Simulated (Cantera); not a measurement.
Charge: 1 mol SiCl4, 0.052 mol CH4, 30 mol H2, equilibrated at 11.0 mbar.

Method: chemical equilibrium by Gibbs-energy minimisation in Cantera with the NASA 1993 tables (ideal gas, pure condensed phases). Candidate condensed phases: C, C6H6, C7H8, C8H18, Si, SiC; 109 gas species. Mutual solubility and eutectic melting of coexisting phases are not modelled. The tables' values for SiCl3, SiCl are old estimates; treat these amounts as uncertain. Gases not in the tables: Si2H6 and higher silanes. Equilibrium is a limit: real reactors are often held back by kinetics, nucleation or transport.

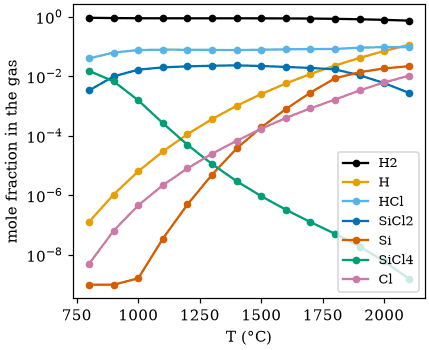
*Equilibrium gas composition (values under 1e-9 drawn at 1e-9)*

Question: Read off the mole fractions at 1400 °C.

Answer: H2 about 0.90, HCl about 0.077, SiCl2 about 0.024, H about 0.0010, Cl about 6.9e-5, Si about 3.8e-5, SiCl4 about 3.0e-6.
